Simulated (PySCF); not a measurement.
H7F3OSi4, SMILES F[Si](F)(F)[SiH2][SiH2]O[SiH3], GFN2-xTB optimised geometry. Atoms within 1.6 Å of the plane z = 1.2 Å (x, y, z in Å): F1 (2.01, -0.83, 0.00), Si2 (0.42, -0.83, 0.00), F4 (0.12, -1.90, 1.15), Si5 (-0.56, 1.23, 0.00), H9 (-0.15, 1.90, 1.26), H10 (-2.01, 1.04, 0.17).

Computed with PySCF 2.14.0 with PBE/def2-TZVP. Cells within 0.4 Å of a nucleus heavier than hydrogen are left out (blank, or x).

Map of the log10 of the electron density (e/bohr³), floored at −4 on the plane z = 1.2 Å:

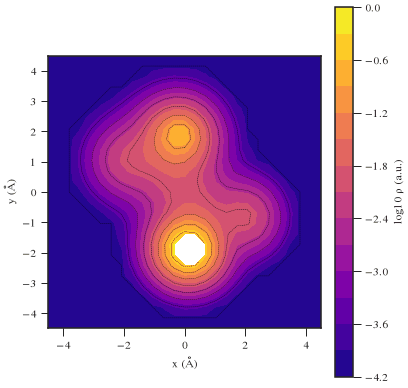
*Log10 of the electron density (e/bohr³), floored at −4 on the plane z = 1.2 Å.*
